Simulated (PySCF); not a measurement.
## GeH$_{5}$O$_{2}$F: geometry relaxation (part 1 of 2)

The run: geometry relaxation of GeH$_{5}$O$_{2}$F. Method and program: RKS PBE0-D4/def2-TZVP, density fitting (PySCF 2.14.0).

The geometry is a transition state displaced along its imaginary mode. The reaction was set up to form Ge1–O7 and F2–H6 and to break Ge1–F2 and H6–O7 (atoms counted from 1 in the order of the input); sticks are drawn by distance alone.

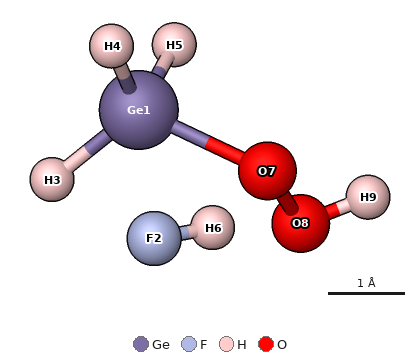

**Figure 1.** The starting structure (ball-and-stick view, seen at a tilt; atoms are numbered from 1 in the order of the input). Sticks mark near contacts. Bond lengths as drawn: F–H 0.90 Å, Ge–H 1.52 to 1.55 Å, Ge–O 1.91 Å, H–O 0.96 Å and O–O 1.42 Å.

Summary

| quantity | value |
| --- | --- |
| outcome | converged |
| total energy | −63397.4373 eV |
| largest force (length of the vector) at the end | 0.010 eV/Å |
| hardware | 4 threads of Arm Neoverse V1, 23 GiB of memory available, shared host |
| wall time | 5.8 min (CPU time 21 min) |
| peak memory | 1.6 GiB |

Input file
```python
import json, numpy as np
from pyscf import gto, scf, dft, mp, cc
EV, BOHR = 27.211386245988, 0.529177210903
mol = gto.M(atom="""
Ge -0.921124 -0.445655 0.107189
F 1.051599 -1.047595 1.200880
H -0.681377 -1.836151 -0.523222
H -1.514361 -0.522985 1.527006
H -1.775252 0.409639 -0.806811
H 1.131610 -0.251916 0.792253
O 0.552446 0.773770 0.123557
O 1.065117 0.979342 -1.187141
H 1.091241 1.941552 -1.233809
""", basis="def2-tzvp", charge=0, spin=0, max_memory=8670, verbose=0)
def mean_field(mol, dm=None):
    mf = dft.RKS(mol, xc="pbe0").density_fit()
    mf.conv_tol = 1e-9; mf.grids.level = 4
    mf.kernel(dm0=dm)
    if not mf.converged: mf = mf.newton().run(mf.mo_coeff, mf.mo_occ)
    assert mf.converged
    return mf
def d4(mol):
    from pyscf.dispersion.dftd4 import DFTD4Dispersion
    real = gto.M(atom=[(mol.atom_pure_symbol(i), mol.atom_coord(i)) for i in range(9)], unit='B', charge=mol.charge, spin=None, basis='def2-svp', verbose=0)
    r = DFTD4Dispersion(real, xc="pbe0", atm=True).get_dispersion(grad=True); return r["energy"], r["gradient"]
def energy_and_gradient(mol, dm=None):
    mf = mean_field(mol, dm); e, g = d4(mol)
    return mf, (mf.e_tot + e) * EV, (mf.nuc_grad_method().kernel()[:9] + g) * EV / BOHR
out = {}
# rational-function steps on a BFGS-updated Hessian; the first Hessian (eV/A^2) comes from GFN2-xTB
H = np.load("h0.npy"); x = mol.atom_coords(unit="A").ravel(); dm = old = None; trust = 0.2; steps = []
for it in range(90):
    mol.set_geom_(x.reshape(-1, 3), unit="A"); mf, e, g = energy_and_gradient(mol, dm); g = g.ravel(); dm = mf.make_rdm1()
    print(f"relax step {it + 1}: E = {e:.6f} eV, largest force component {abs(g).max():.4f} eV/A", flush=True); steps.append([e, x.reshape(-1, 3).tolist(), (-g).reshape(-1, 3).tolist()])
    if abs(g).max() < 0.008: out['converged'] = True; break
    if old is not None:
        s, z = x - old[0], g - old[1]
        if s @ z > 1e-8: H = H + np.outer(z, z) / (s @ z) - np.outer(H @ s, H @ s) / (s @ H @ s)
        trust = max(0.03, trust / 2) if e > old[2] + 1e-4 else min(0.35, trust * 1.3)
    w, V = np.linalg.eigh(H); w = np.maximum(abs(w), 0.08); f = V.T @ g; M = np.diag(np.append(w, 0.0)); M[-1, :-1] = M[:-1, -1] = f
    dx = V @ (-f / (w - np.linalg.eigvalsh(M)[0])); big = np.linalg.norm(dx.reshape(-1, 3), axis=1).max(); dx *= min(1, trust / big)
    old = (x, g, e); x = x + dx
out.update(energy=e, forces=steps[-1][2], positions=steps[-1][1], steps=steps)
out['s2'] = mf.spin_square()[0]; out['nelec'] = mol.nelec
print(f"Total energy {out['energy']:.6f} eV, <S^2> {out['s2']:.4f}")
json.dump(out, open("out.json", "w"), default=float)
```

Launch command:
```bash
OMP_NUM_THREADS=4 python run.py
```

The program's output
```
relax step 1: E = -63396.615240 eV, largest force component 5.0875 eV/A
relax step 2: E = -63397.161758 eV, largest force component 1.1791 eV/A
relax step 3: E = -63397.293974 eV, largest force component 1.0334 eV/A
relax step 4: E = -63397.322023 eV, largest force component 0.8804 eV/A
relax step 5: E = -63397.012760 eV, largest force component 3.7261 eV/A
relax step 6: E = -63397.336059 eV, largest force component 0.4402 eV/A
relax step 7: E = -63397.326972 eV, largest force component 1.4184 eV/A
relax step 8: E = -63397.368595 eV, largest force component 0.9774 eV/A
relax step 9: E = -63397.320550 eV, largest force component 1.5915 eV/A
relax step 10: E = -63397.402955 eV, largest force component 0.2074 eV/A
relax step 11: E = -63397.410333 eV, largest force component 0.2521 eV/A
relax step 12: E = -63397.414715 eV, largest force component 0.2893 eV/A
relax step 13: E = -63397.419851 eV, largest force component 0.2269 eV/A
relax step 14: E = -63397.423132 eV, largest force component 0.4061 eV/A
relax step 15: E = -63397.427618 eV, largest force component 0.2190 eV/A
relax step 16: E = -63397.430811 eV, largest force component 0.1091 eV/A
relax step 17: E = -63397.433549 eV, largest force component 0.1917 eV/A
relax step 18: E = -63397.434655 eV, largest force component 0.0949 eV/A
relax step 19: E = -63397.435212 eV, largest force component 0.1019 eV/A
relax step 20: E = -63397.435865 eV, largest force component 0.0775 eV/A
relax step 21: E = -63397.436246 eV, largest force component 0.1007 eV/A
relax step 22: E = -63397.436559 eV, largest force component 0.0384 eV/A
relax step 23: E = -63397.436740 eV, largest force component 0.0847 eV/A
relax step 24: E = -63397.436961 eV, largest force component 0.0356 eV/A
relax step 25: E = -63397.437139 eV, largest force component 0.0337 eV/A
relax step 26: E = -63397.437211 eV, largest force component 0.0158 eV/A
relax step 27: E = -63397.437234 eV, largest force component 0.0345 eV/A
relax step 28: E = -63397.437277 eV, largest force component 0.0194 eV/A
relax step 29: E = -63397.437310 eV, largest force component 0.0075 eV/A
```

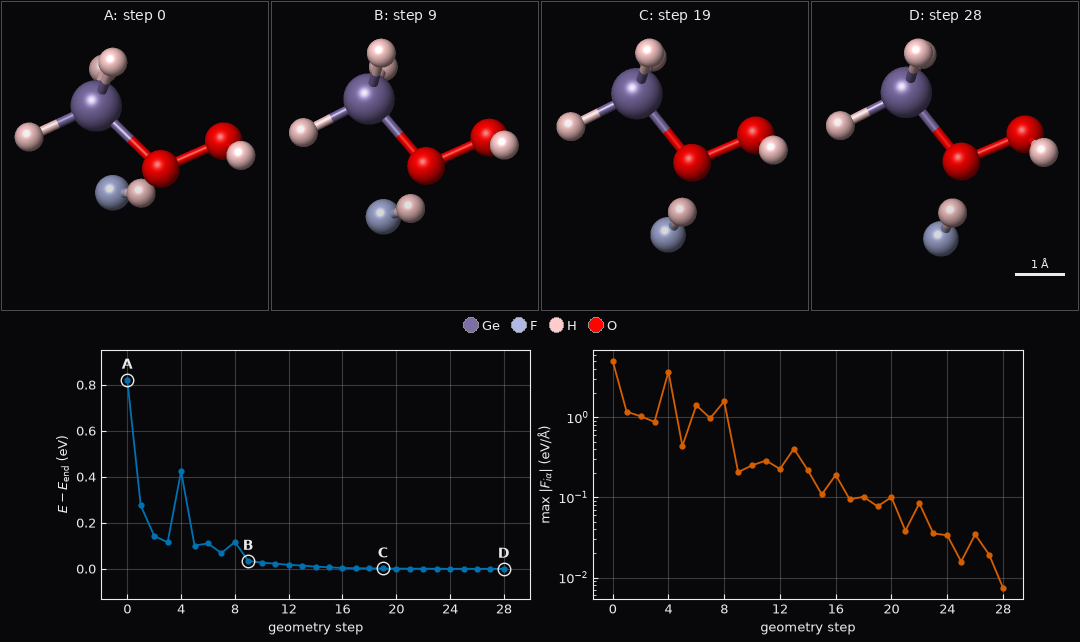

**Figure 2.** Frames of the relaxation (ball-and-stick view, seen at a tilt) above the curves, on which the letters mark them (the first geometry is step 0 here and step 1 in the log).

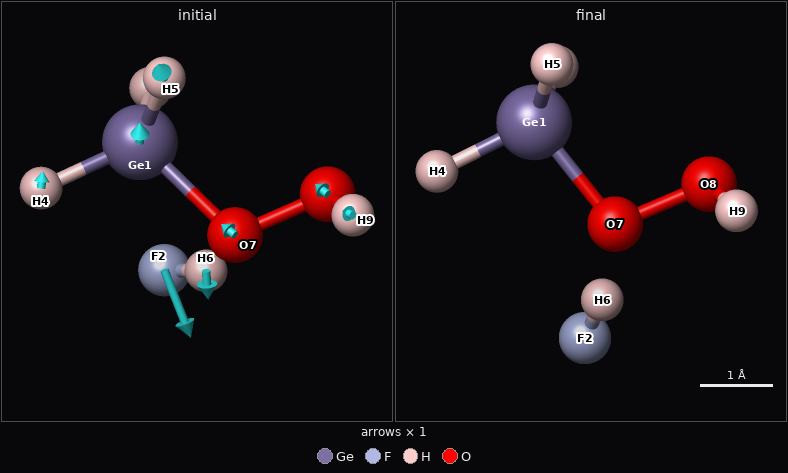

**Figure 3.** Before (left) and after (right) the relaxation, at one scale (ball-and-stick view, seen at a tilt). The teal arrows give the displacements, at true length. F2 moves most after the best rigid fit: 1.05 Å. By element the largest moves are F 1.05 Å, H 0.45 Å, Ge 0.36 Å, O 0.27 Å. Among the contacts that change: Ge1–O7 1.913 → 1.829 Å, F2–H6 0.898 → 0.943 Å, Ge1–H5 1.515 → 1.532 Å, Ge1–H3 1.545 → 1.529 Å. Among the angles that change: H5–Ge1–O7 94.6° → 106.3°, H3–Ge1–O7 117.2° → 107.5°, H4–Ge1–O7 108.7° → 101.8°. The energy falls by 0.822 eV in 28 geometry steps. Largest force component: 5.1 eV/Å at the start, 0.0075 eV/Å at the end. (Atoms are counted from 1 in the order of the input.)

```
Total energy -63397.437310 eV, <S^2> 0.0000
```

Trajectory as extended XYZ (Å, eV, eV/Å), 29 frames, from step=1 to step=29
```
9
Properties=species:S:1:pos:R:3:forces:R:3 step=1 energy=-63396.61524
Ge   -0.9211   -0.4457    0.1072   -0.3659   0.1461  -0.3237
F     1.0516   -1.0476    1.2009    0.2759  -5.0875   2.9892
H    -0.6814   -1.8362   -0.5232    0.1285   0.3627   0.0537
H    -1.5144   -0.5230    1.5270    0.2066   0.1503  -0.1841
H    -1.7753    0.4096   -0.8068   -0.4342   0.1579  -0.3025
H     1.1316   -0.2519    0.7923    1.2408   3.5158  -1.5912
O     0.5524    0.7738    0.1236   -0.8496   0.8550  -0.5342
O     1.0651    0.9793   -1.1871   -0.1206  -0.1728  -0.1671
H     1.0912    1.9416   -1.2338   -0.0815   0.0714   0.0599
9
Properties=species:S:1:pos:R:3:forces:R:3 step=2 energy=-63397.16176
Ge   -0.9754   -0.3746    0.0365   -1.0047  -0.3216  -0.3059
F     1.1781   -1.1289    1.3080    0.5604  -1.1791   0.8421
H    -0.6149   -1.7222   -0.5626    0.0758  -0.0937  -0.1185
H    -1.4670   -0.4431    1.4710   -0.0670   0.0312   0.1404
H    -1.9055    0.4242   -0.8731   -0.2573   0.0096  -0.1272
H     1.3050   -0.3046    0.8768   -0.0806   0.5195  -0.1952
O     0.4354    0.7358    0.1258    0.8696   0.9934  -0.0401
O     0.9737    0.9242   -1.1842   -0.0345   0.2354  -0.1665
H     1.0706    1.8883   -1.1986   -0.0618  -0.1949  -0.0303
9
Properties=species:S:1:pos:R:3:forces:R:3 step=3 energy=-63397.29397
Ge   -1.0203   -0.3311   -0.0076    0.6342   0.5832   0.0626
F     1.3434   -1.2338    1.4508    0.0205   1.0235  -0.5169
H    -0.5604   -1.6542   -0.6290   -0.0691   0.1384   0.0111
H    -1.4943   -0.4293    1.4458   -0.0447   0.0020  -0.0996
H    -1.9535    0.4883   -0.9259    0.1206  -0.0920   0.1301
H     1.2734   -0.3824    0.9636    0.2215  -1.0171   0.5855
O     0.5366    0.7618    0.1731   -1.0334  -0.6965  -0.0798
O     0.9963    0.9089   -1.1740    0.0349   0.6125  -0.1409
H     0.8788    1.8708   -1.3000    0.1163  -0.5541   0.0482
9
Properties=species:S:1:pos:R:3:forces:R:3 step=4 energy=-63397.32202
Ge   -1.0446   -0.3171   -0.0418   -0.0752   0.0300   0.1861
F     1.3928   -1.2332    1.5073   -0.0002   0.7642  -0.1223
H    -0.6345   -1.6506   -0.6481   -0.1175  -0.1293  -0.0937
H    -1.4721   -0.3932    1.4360    0.0458  -0.0063  -0.1965
H    -2.0267    0.4892   -0.9008    0.0555   0.0030  -0.0067
H     1.3004   -0.3743    1.0841    0.2433  -0.8804   0.0615
O     0.5125    0.6480    0.0595   -0.2486   0.2390  -0.0585
O     0.8896    0.9382   -1.3020    0.2170   0.6279   0.4749
H     1.0845    1.8923   -1.1987   -0.1202  -0.6491  -0.2437
9
Properties=species:S:1:pos:R:3:forces:R:3 step=5 energy=-63397.01276
Ge   -1.0370   -0.2342   -0.0456   -2.9514  -2.4953  -0.7069
F     1.4322   -1.1693    1.5451    0.2056  -2.1437   1.5218
H    -0.6290   -1.5579   -0.6911   -0.0553  -0.1201   0.0019
H    -1.5632   -0.3685    1.3643   -0.0875  -0.0278   0.3448
H    -2.0190    0.4970   -0.9340   -0.2847   0.3053  -0.2962
H     1.4494   -0.4448    1.0208   -0.1286   2.0146  -1.3056
O     0.3570    0.7002    0.1517    3.7261   2.6179  -0.0285
O     1.0593    0.8290   -1.1163   -0.2380  -1.4969   0.5982
H     0.9529    1.7466   -1.2984   -0.1858   1.3454  -0.1294
9
Properties=species:S:1:pos:R:3:forces:R:3 step=6 energy=-63397.33606
Ge   -1.0800   -0.2683   -0.0390    0.3623   0.0659  -0.0424
F     1.3947   -1.1754    1.5353    0.2517  -0.4402   0.2088
H    -0.6588   -1.5854   -0.6840    0.0476  -0.0272   0.0105
H    -1.5987   -0.3923    1.3792   -0.1002  -0.0210   0.2157
H    -2.0076    0.5221   -0.9491   -0.1414   0.1737  -0.1529
H     1.4502   -0.4367    0.9696   -0.2692   0.3481   0.0279
O     0.4248    0.7763    0.1967    0.0729  -0.1353  -0.4398
O     1.0900    0.8150   -1.0883   -0.2208  -0.1472   0.1688
H     0.9885    1.7424   -1.3233   -0.0029   0.1832   0.0040
9
Properties=species:S:1:pos:R:3:forces:R:3 step=7 energy=-63397.32697
Ge   -1.0331   -0.2994   -0.0624   -0.2644   0.0716   0.0459
F     1.5087   -1.1844    1.6650   -0.3441   1.4184  -0.8847
H    -0.6212   -1.6412   -0.6506   -0.0797  -0.1057  -0.0904
H    -1.5248   -0.3685    1.3943    0.0490   0.0041  -0.1668
H    -1.9778    0.5230   -0.9717    0.1705  -0.1212   0.1062
H     1.3272   -0.3872    1.1236    0.4477  -1.3011   0.7436
O     0.5127    0.6679    0.0941   -0.1904   0.0970   0.6190
O     1.0286    0.8707   -1.2078   -0.1375   1.0656  -0.6632
H     0.7820    1.8161   -1.3841    0.3482  -1.1304   0.2903
9
Properties=species:S:1:pos:R:3:forces:R:3 step=8 energy=-63397.36859
Ge   -1.0472   -0.2949   -0.0660   -0.1158   0.0920   0.0761
F     1.4927   -1.1888    1.6533   -0.1669   0.9774  -0.5496
H    -0.6368   -1.6408   -0.6627   -0.0889   0.0015  -0.0415
H    -1.5446   -0.3768    1.3901    0.0555   0.0087  -0.1925
H    -1.9806    0.5350   -0.9788    0.1587  -0.1274   0.1242
H     1.3476   -0.3912    1.1293    0.2475  -0.8984   0.4274
O     0.5061    0.6755    0.0994   -0.3335   0.0444   0.4828
O     0.9777    0.8696   -1.2230    0.3403  -0.9295  -0.3772
H     0.8869    1.8083   -1.3407   -0.0974   0.8300   0.0500
9
Properties=species:S:1:pos:R:3:forces:R:3 step=9 energy=-63397.32055
Ge   -1.0626   -0.2752   -0.0534    0.2728  -0.0797  -0.0049
F     1.4113   -1.1600    1.5774    0.1411  -1.5915   1.0813
H    -0.6714   -1.6084   -0.6913    0.0543   0.0198   0.0266
H    -1.5994   -0.3944    1.3596   -0.1140  -0.0130   0.2071
H    -1.9499    0.5406   -0.9755   -0.2119   0.1790  -0.1818
H     1.4742   -0.4189    1.0581   -0.1552   1.4724  -0.8978
O     0.4421    0.7505    0.1846    0.1286  -0.1649  -0.3203
O     1.0593    0.8070   -1.1229   -0.3648   0.9443   0.0413
H     0.8974    1.7519   -1.3364    0.2490  -0.7660   0.0487
9
Properties=species:S:1:pos:R:3:forces:R:3 step=10 energy=-63397.40295
Ge   -1.0651   -0.2751   -0.0597   -0.0385   0.0095  -0.0536
F     1.4446   -1.1716    1.6379    0.1395  -0.0817   0.0672
H    -0.6840   -1.6246   -0.6645    0.0081  -0.0166  -0.0059
H    -1.6009   -0.3558    1.3688    0.0025   0.0079   0.0190
H    -1.9645    0.5434   -0.9953   -0.0010   0.0172   0.0016
H     1.4109   -0.4139    1.0850   -0.1589   0.0942  -0.0308
O     0.4719    0.7062    0.1365    0.0562  -0.0462   0.0266
O     1.0340    0.8182   -1.1787   -0.0232  -0.1927   0.0108
H     0.9526    1.7644   -1.3295    0.0156   0.2074  -0.0355
```
